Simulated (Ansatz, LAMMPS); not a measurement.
# Structural relaxation of glassy 47SiO2-6Al2O3-6FeO-28MgO-6CaO-3Na2O-3K2O (mol %) (87 atoms), part 2 of 4

How does glassy 47SiO2-6Al2O3-6FeO-28MgO-6CaO-3Na2O-3K2O (mol %) (87 atoms) relax, and what do bonds, charges and levels look like afterwards?

Ansatz 0.2.0; Kohn-Sham DFT, PBE, PAW (set soft_2), plane waves.

The cell: 15 Si, 4 Al, 2 Fe, 9 Mg, 2 Ca, 2 Na, 2 K and 51 O. The quench rate of 100 K/ps is orders of magnitude faster than experiment. The starting topology of bonds comes from the classical model. Without a Hubbard term or exact exchange, open shells on Fe are likely too delocalised. The Brillouin zone is sampled at Γ only, in a cell whose shortest periodic width is 10 Å.

So far. Step 3 (Single point at the start): The r.m.s. force component of 1.0 eV/Å and the pressure of 2.2 GPa set the starting point.

**4. Relaxation**

The atoms are relaxed in the fixed cell, aiming at the force tolerance of the input.

The input, input.yaml:

```yaml
crystal:
  lattice:
    - [10.37324, 0.0, 0.0]
    - [0.0, 10.37324, 0.0]
    - [0.0, 0.0, 10.37324]
  atoms:
    [... the 87 atom lines of step 3 ...]
magnetization:
  spin_polarized: true
kpoints:
  mp_grid: { grid: [1, 1, 1] }
hamiltonian:
  xc: pbe
scf:
  occupations: { method: fermi_dirac, width: 0.05 }
  lower_state_search: "off"
output:
  forces: true
relax:
  f_tol: 0.05
  max_steps: 158
```

Started as:

```sh
> ansatz run input.yaml --threads 4 --pin off --max-ram 8192MiB --backend cpu --events-out ev --progress --plain --runs-dir out
```

Numbers of over 12 decimals in the logs are rounded to 6 here.

The log of the run:

```text
[...]
Crystal: 87 atoms, lattice volume = 1116.203 Å³
Basis set: ecut = 420 eV, 21879 PW (Γ), exchange–correlation on 144×144×144 points (8 copies of the dense FFT grid, shifted against one another)
Bands: 369, of which v1, the nominal top of the filled ones, is band 278 counted from 1 (277 counted from 0)
Symmetry: 1 space group operations
[...]
k-points: 1
[...]
Starting moments: Σ|m| = 8 μB on 2 of 87 sites
[...]
SCF iter   1: F=—  HF=-76760.072566 eV  |F-HF|=—  |Δ(HF+E_count)|=         —  Δρ=1.58e-1 (↑6.39e-2 ↓1.58e-1)  dr2=8.15e2  dr2_m=3.83e1  M=0.006 μB ∫|m|=0.540 μB  β_m=0.30  ethr=3.10e-3  ⟨swp⟩=10.5  Hψ=3446  notcnv=0  defer=137
[...]
SCF iter  23: F=-76673.590498 eV  HF=-76673.590498 eV  |F-HF|=6.03e-7  |Δ(HF+E_count)|=   1.13e-5  Δρ=2.79e-5 (↑6.64e-6 ↓2.79e-5)  dr2=3.66e-6  dr2_m=1.86e-6  M=8.000 μB ∫|m|=8.093 μB  ethr=1.12e-8  ⟨swp⟩=4.0  Hψ=1900  notcnv=0
SCF 1 converged in 23 iterations: F = -76673.590498 eV  dr2 = 3.66e-6
[...]
relax step   1: F+E_penalty+E_count = -76673.59049846 eV  Δ(F+E_penalty+E_count) = +0.000e0 eV  max|allowed force component| = 4.410e0 eV/Å  Δτ_max = 0.0000 Å  (23 SCF iters, dr2 threshold 6.25e-5 eV, accepted)
[... from here on, the SCF cycles and remarks between the steps are left out ...]
relax step   2: F+E_penalty+E_count = -76677.23686496 eV  Δ(F+E_penalty+E_count) = -3.646e0 eV  max|allowed force component| = 2.631e0 eV/Å  Δτ_max = 0.1958 Å  (11 SCF iters, dr2 threshold 1.00e-4 eV, accepted)
relax step   3: F+E_penalty+E_count = -76679.38796004 eV  Δ(F+E_penalty+E_count) = -2.151e0 eV  max|allowed force component| = 6.739e-1 eV/Å  Δτ_max = 0.1970 Å  (11 SCF iters, dr2 threshold 1.00e-4 eV, accepted)
relax step   4: F+E_penalty+E_count = -76679.80566091 eV  Δ(F+E_penalty+E_count) = -4.177e-1 eV  max|allowed force component| = 3.808e-1 eV/Å  Δτ_max = 0.1949 Å  (22 SCF iters, dr2 threshold 2.98e-5 eV, accepted)
relax step   5: F+E_penalty+E_count = -76680.07054328 eV  Δ(F+E_penalty+E_count) = -2.649e-1 eV  max|allowed force component| = 3.254e-1 eV/Å  Δτ_max = 0.1948 Å  (19 SCF iters, dr2 threshold 9.52e-6 eV, accepted)
relax step   6: F+E_penalty+E_count = -76680.23751715 eV  Δ(F+E_penalty+E_count) = -1.670e-1 eV  max|allowed force component| = 3.667e-1 eV/Å  Δτ_max = 0.1160 Å  (13 SCF iters, dr2 threshold 3.38e-5 eV, accepted)
relax step   7: F+E_penalty+E_count = -76680.38065085 eV  Δ(F+E_penalty+E_count) = -1.431e-1 eV  max|allowed force component| = 3.245e-1 eV/Å  Δτ_max = 0.0996 Å  (11 SCF iters, dr2 threshold 9.82e-5 eV, accepted)
relax step   8: F+E_penalty+E_count = -76680.53367337 eV  Δ(F+E_penalty+E_count) = -1.530e-1 eV  max|allowed force component| = 4.422e-1 eV/Å  Δτ_max = 0.1946 Å  (12 SCF iters, dr2 threshold 8.25e-5 eV, accepted)
relax step   9: F+E_penalty+E_count = -76680.62031852 eV  Δ(F+E_penalty+E_count) = -8.665e-2 eV  max|allowed force component| = 3.990e-1 eV/Å  Δτ_max = 0.0767 Å  (8 SCF iters, dr2 threshold 1.00e-4 eV, accepted)
relax step  10: F+E_penalty+E_count = -76680.69765594 eV  Δ(F+E_penalty+E_count) = -7.734e-2 eV  max|allowed force component| = 2.862e-1 eV/Å  Δτ_max = 0.0970 Å  (11 SCF iters, dr2 threshold 1.00e-4 eV, accepted)
relax step  11: F+E_penalty+E_count = -76680.75540142 eV  Δ(F+E_penalty+E_count) = -5.775e-2 eV  max|allowed force component| = 2.463e-1 eV/Å  Δτ_max = 0.0781 Å  (12 SCF iters, dr2 threshold 4.22e-5 eV, accepted)
relax step  12: F+E_penalty+E_count = -76680.83819696 eV  Δ(F+E_penalty+E_count) = -8.280e-2 eV  max|allowed force component| = 3.828e-1 eV/Å  Δτ_max = 0.1380 Å  (16 SCF iters, dr2 threshold 3.12e-5 eV, accepted)
relax step  13: F+E_penalty+E_count = -76680.92206038 eV  Δ(F+E_penalty+E_count) = -8.386e-2 eV  max|allowed force component| = 5.567e-1 eV/Å  Δτ_max = 0.1949 Å  (12 SCF iters, dr2 threshold 1.00e-4 eV, accepted)
relax step  14: F+E_penalty+E_count = -76680.99306428 eV  Δ(F+E_penalty+E_count) = -7.100e-2 eV  max|allowed force component| = 3.724e-1 eV/Å  Δτ_max = 0.0749 Å  (7 SCF iters, dr2 threshold 1.00e-4 eV, accepted)
relax step  15: F+E_penalty+E_count = -76681.09255644 eV  Δ(F+E_penalty+E_count) = -9.949e-2 eV  max|allowed force component| = 2.390e-1 eV/Å  Δτ_max = 0.2000 Å  (9 SCF iters, dr2 threshold 6.21e-5 eV, accepted)
relax step  16: F+E_penalty+E_count = -76681.13685713 eV  Δ(F+E_penalty+E_count) = -4.430e-2 eV  max|allowed force component| = 1.622e-1 eV/Å  Δτ_max = 0.1456 Å  (8 SCF iters, dr2 threshold 2.35e-5 eV, accepted)
relax step  17: F+E_penalty+E_count = -76681.15380907 eV  Δ(F+E_penalty+E_count) = -1.695e-2 eV  max|allowed force component| = 1.221e-1 eV/Å  Δτ_max = 0.0572 Å  (8 SCF iters, dr2 threshold 1.08e-5 eV, accepted)
relax step  18: F+E_penalty+E_count = -76681.16513392 eV  Δ(F+E_penalty+E_count) = -1.132e-2 eV  max|allowed force component| = 1.248e-1 eV/Å  Δτ_max = 0.0559 Å  (7 SCF iters, dr2 threshold 6.87e-6 eV, accepted)
relax step  19: F+E_penalty+E_count = -76681.17409051 eV  Δ(F+E_penalty+E_count) = -8.957e-3 eV  max|allowed force component| = 1.084e-1 eV/Å  Δτ_max = 0.0978 Å  (8 SCF iters, dr2 threshold 8.82e-6 eV, accepted)
relax step  20: F+E_penalty+E_count = -76681.18222670 eV  Δ(F+E_penalty+E_count) = -8.136e-3 eV  max|allowed force component| = 8.674e-2 eV/Å  Δτ_max = 0.1452 Å  (8 SCF iters, dr2 threshold 8.87e-6 eV, accepted)
relax step  21: F+E_penalty+E_count = -76681.19092986 eV  Δ(F+E_penalty+E_count) = -8.703e-3 eV  max|allowed force component| = 8.613e-2 eV/Å  Δτ_max = 0.1947 Å  (8 SCF iters, dr2 threshold 4.82e-6 eV, accepted)
relax step  22: F+E_penalty+E_count = -76681.19544209 eV  Δ(F+E_penalty+E_count) = -4.512e-3 eV  max|allowed force component| = 5.112e-2 eV/Å  Δτ_max = 0.1492 Å  (8 SCF iters, dr2 threshold 4.75e-6 eV, accepted)
relax step  23: F+E_penalty+E_count = -76681.19847755 eV  Δ(F+E_penalty+E_count) = -3.035e-3 eV  max|allowed force component| = 6.323e-2 eV/Å  Δτ_max = 0.0661 Å  (10 SCF iters, accepted)
relax step  24: F+E_penalty+E_count = -76681.19965742 eV  Δ(F+E_penalty+E_count) = -1.180e-3 eV  max|allowed force component| = 4.960e-2 eV/Å  Δτ_max = 0.0404 Å  (9 SCF iters, accepted)
SCF converged after 9 iterations
Magnetization: 8.0000 μB (282.0000 up, 274.0000 down)
Absolute magnetization: 8.1264 μB (∫|ρ↑−ρ↓|, with the PAW one-centre terms)
[...]
Per-site moments (μB) at R_I (Å): [(0.00325044, 0.666816), (-9.149759102689331e-8, 0.665293), (0.00130976, 0.656347), (0.00351615, 0.666819), (0.000576969, 0.671746), [...]
Free energy (F): -76681.199657 eV
[...]
Internal energy: -76681.191223 eV  (E = F + TS)
E sigma→0 (E₀):  -76681.195440 eV
Entropy (-TS):   -0.008434 eV (-0.097 meV/atom)
Fermi energy:    7.336287 eV
[...]
--- Forces (eV/Å), atoms counted from 1 ---
  atom   1  Si     0.01612299     0.00636384     0.00829528
  atom   2  Si     0.02262838     0.00127107    -0.02306195
  atom   3  Si    -0.00471122    -0.00364211     0.02749875
  atom   4  Si     0.01493529    -0.00831898    -0.01185192
  atom   5  Si    -0.01442341    -0.00860252    -0.01941713
  atom   6  Si     0.00336845     0.02330022    -0.01114523
  atom   7  Si    -0.01658493     0.00242867    -0.01788010
  atom   8  Si    -0.00837767     0.00748295    -0.01128090
  atom   9  Si    -0.02090251    -0.00313521    -0.01972829
  atom  10  Si    -0.01805274     0.04563191     0.02941469
  atom  11  Si    -0.00614660    -0.00046204     0.00769514
  atom  12  Si    -0.00078667     0.01490688     0.01204184
  atom  13  Si    -0.01301044    -0.00051158     0.00955454
  atom  14  Si     0.02827929     0.02251371     0.00043927
[...]
atom  86  O     -0.01649392    -0.00188013     0.01166452
  atom  87  O      0.00949983    -0.00431337     0.00230004
  max |Σ_I F_I| component: 5.24e-5 eV/Å
--- Relaxed structure (24 steps of the walk, 24 accepted, 0 SCFs on fresh bases) ---
  F+E_penalty+E_count = -76681.19965742 eV   max|allowed force component| = 4.960e-2 eV/Å
  atoms:
    - { symbol: Si, position: [0.209012, 0.322001, 0.160423] }
    - { symbol: Si, position: [0.032681, 0.299775, 0.615741] }
    - { symbol: Si, position: [0.791710, 0.319820, 0.307797] }
    - { symbol: Si, position: [0.550043, 0.752450, 0.201059] }
[...]
- { symbol: O, position: [0.891485, 0.755767, 0.701850] }
```

Run time: 8.1 min. Hardware: 4 threads of Arm Neoverse V2, shared host; peak memory 2.4 GiB; 32 min of CPU time.

Step by step (22 of 24):

```tsv
step	energy less that of the first step (eV)	largest force component (eV/Å)
1	0.0000	4.4105
2	-3.6464	2.6305
3	-5.7975	0.6739
4	-6.2152	0.3808
5	-6.4800	0.3254
6	-6.6470	0.3667
8	-6.9432	0.4422
9	-7.0298	0.3990
10	-7.1072	0.2862
11	-7.1649	0.2463
12	-7.2477	0.3828
13	-7.3316	0.5567
14	-7.4026	0.3724
15	-7.5021	0.2390
16	-7.5464	0.1622
17	-7.5633	0.1221
19	-7.5836	0.1084
20	-7.5917	0.0867
21	-7.6004	0.0861
22	-7.6049	0.0511
23	-7.6080	0.0632
24	-7.6092	0.0496
```

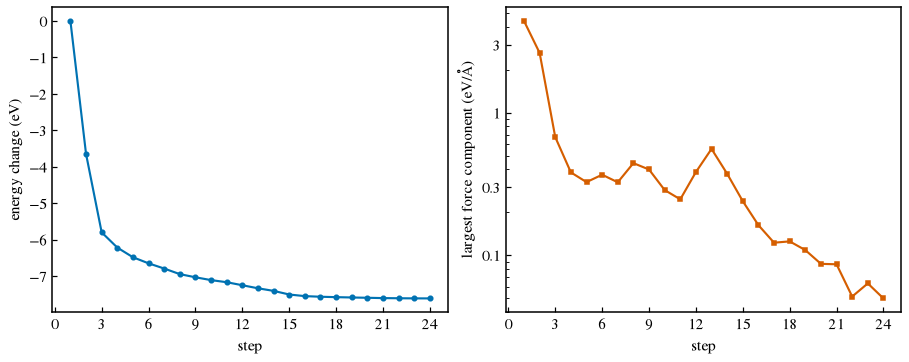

Energy and largest force along the relaxation.

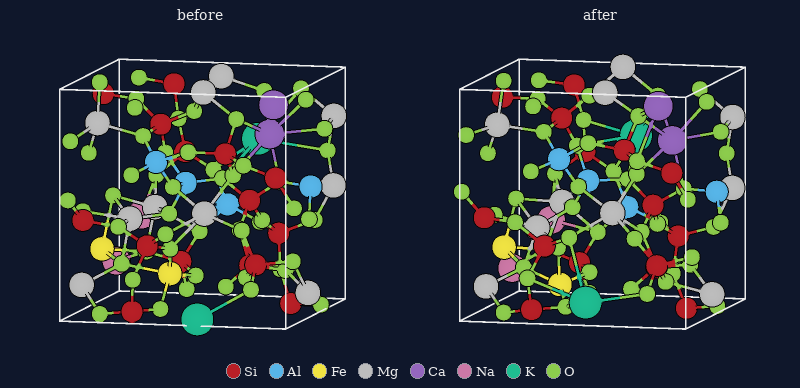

The structure before and after the relaxation, drawn at the same scale. Bonds to atoms that aren't drawn are left out.

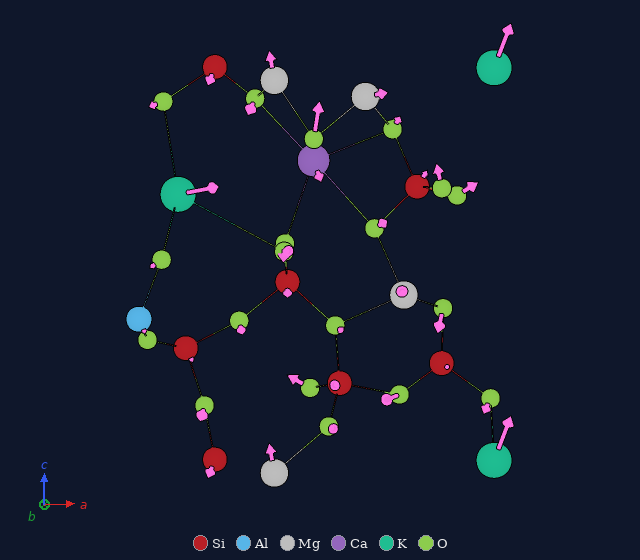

Displacements in the relaxation, exaggerated; the longest in the cell stands for 1.07 Å. Drawn is a slice 4 Å thick, seen along the normal of the ac plane. Bonds to atoms that aren't drawn are left out.

The atoms that moved most (Å):

```tsv
atom	dx	dy	dz	length
K36	0.631	-0.839	0.200	1.069
K35	0.245	-0.478	0.770	0.939
O73	-0.246	0.837	-0.193	0.894
Ca31	-0.334	-0.782	-0.130	0.860
O40	0.669	0.035	0.286	0.729
O52	0.091	-0.193	0.693	0.725
Fe20	0.198	-0.399	-0.476	0.652
O69	-0.362	-0.377	0.329	0.617
```

The relaxation changed the energy by -87.5 meV/atom, and atoms moved by 0.40 Å r.m.s., 1.1 Å at most.

**5. Distances and neighbours after relaxation**

Density 2.80 g/cm³, 12.83 Å³ an atom.

Pair distribution functions g(r), in bins of 0.2 Å:

```tsv
r (Å)	total	O-O	O-Si	O-Mg	O-Al	O-Ca	O-Fe
1.50	0.19	0.00	0.94	0.00	0.00	0.00	0.00
1.70	2.87	0.00	11.93	0.00	8.45	0.00	0.00
1.90	0.69	0.00	0.00	4.05	2.62	0.00	2.29
2.10	0.67	0.00	0.00	4.26	0.00	0.92	4.88
2.30	0.31	0.00	0.00	0.73	0.00	3.26	1.65
2.50	0.54	0.84	0.00	0.32	0.00	2.19	1.36
2.70	1.56	3.88	0.00	0.41	0.00	2.46	0.00
2.90	1.11	1.80	0.13	0.34	0.00	0.51	0.51
3.10	1.23	1.26	0.54	0.40	0.45	0.45	0.45
3.30	0.93	0.88	0.68	0.71	0.39	0.39	0.80
3.50	0.93	0.67	1.08	0.96	1.95	0.35	0.71
3.70	0.95	0.69	1.35	0.64	1.39	0.62	1.61
3.90	0.88	0.51	1.52	1.14	0.58	0.86	0.57
4.10	0.93	0.57	1.24	1.26	1.91	1.04	1.29
4.30	1.17	0.80	1.75	1.35	1.76	1.66	1.40
4.50	1.24	0.91	1.07	2.11	1.71	1.29	1.68
4.70	1.04	1.21	0.84	1.36	1.00	0.99	1.17
4.90	0.92	1.17	0.71	0.97	0.18	0.91	1.08
5.10	1.02	1.25	0.67	0.67	1.00	1.52	1.00
```

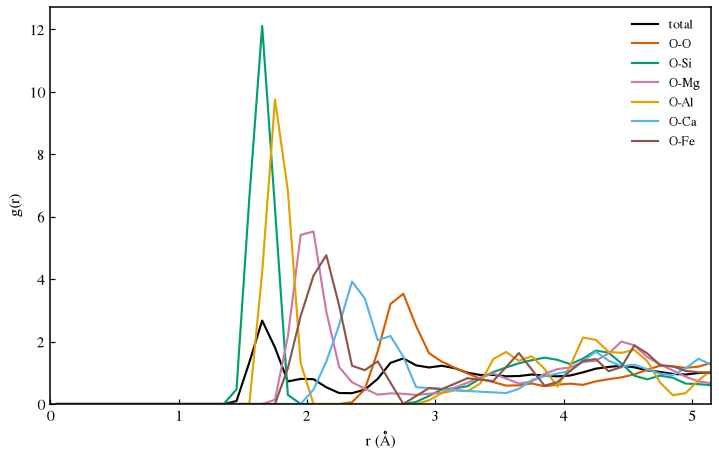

Pair distribution functions, lightly smoothed.

(Continued in part 3 of 4.)

[Logs are printed without paths, hosts, clocks, repeated set-up lines and the standing remarks that a program may print on its own settings, such as how far it seeks lower states.]

[Hosts, paths, dates, database ids (printed as entryN), source tags and the programs' standing remarks are cut or masked in the printed files.]
